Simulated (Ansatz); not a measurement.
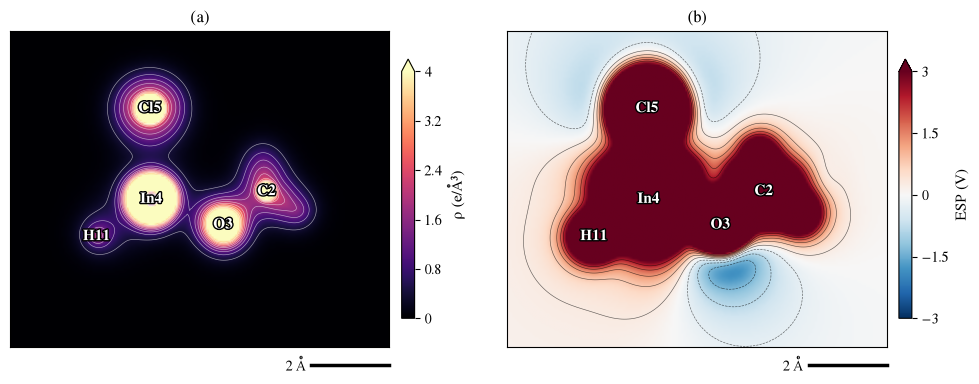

Figure 1: C$_{2}$H$_{6}$ClInO. (a) electron density; (b) electrostatic potential on the plane of atoms O3, In4 and Cl5.

Geometry: PBE0-D4/def2-TZVP; core potentials replace the inner electrons of In.

The calculation used RKS PBE0-D4/def2-TZVPP (Ansatz 0.2.0).

Input file:

```
crystal:
  periodic: [false, false, false]
  atoms:
    - {symbol: C, position_ang: [-0.841896, 0.919430, 0.808268]}
    - {symbol: C, position_ang: [-0.896427, -0.432436, 0.131276]}
    - {symbol: O, position_ang: [0.295817, -1.164313, 0.310556]}
    - {symbol: In, position_ang: [1.905708, -0.853474, -0.772912]}
    - {symbol: Cl, position_ang: [1.449502, 0.656293, -2.493209]}
    - {symbol: H, position_ang: [-0.601564, 0.806856, 1.867759]}
    - {symbol: H, position_ang: [-1.802001, 1.435873, 0.723474]}
    - {symbol: H, position_ang: [-0.081343, 1.554680, 0.343153]}
    - {symbol: H, position_ang: [-1.704270, -1.033275, 0.566866]}
    - {symbol: H, position_ang: [-1.133248, -0.300109, -0.933015]}
    - {symbol: H, position_ang: [3.409743, -1.589526, -0.552217]}
basis:
  gaussian: {orbitals: def2-TZVPP}
hamiltonian: {xc: pbe0, dispersion: d4}
output: {orbitals: {seedname: orbitals}}
```

Launched as:

```sh
ansatz run in.yaml --threads 4 --pin off --events-out ev --progress --plain --max-ram 10444MiB
```

### Read the bonding off the picture.

- The plane passes through C, O, In, Cl and H nuclei.
- C–O (1.41 Å): the density is about 2 e/Å³ at the midpoint, with its minimum of 1.8 e/Å³ about 0.5 Å from C.
- In–O (1.97 Å): ρ at the midpoint is about 0.82 e/Å³.
- In–Cl (2.33 Å): ρ at the midpoint is about 0.58 e/Å³.
- In–H (1.69 Å): the density is about 1.3 e/Å³ at the midpoint.
- Outside the dense part of the molecule the potential is most negative (−1.8 V) near O3.
